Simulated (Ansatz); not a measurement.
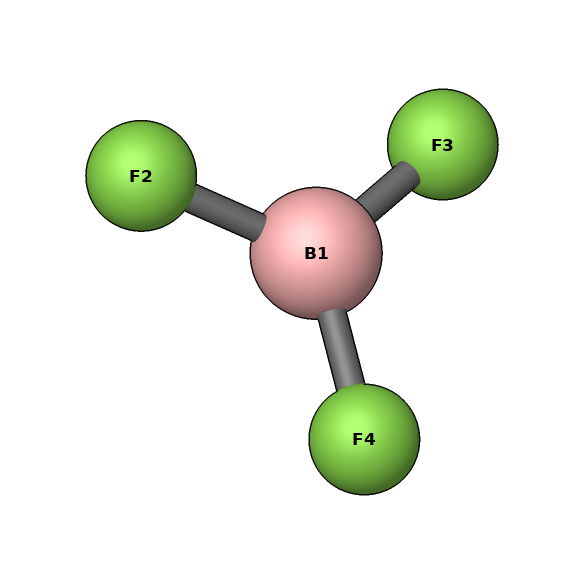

The questions are on Mulliken charges. The geometry was computed by an optimisation with PBE0-D4/def2-TZVP. Level of theory: RKS PBE0-D4/def2-TZVP (Ansatz 0.2.0).

Give the Mulliken charges atom by atom.

| atom | value (e) |
| --- | --- |
| B1 | 0.65 |
| F2 | −0.22 |
| F3 | −0.22 |
| F4 | −0.22 |

Mulliken values depend strongly on the basis set and can even reverse the polarity of a bond.
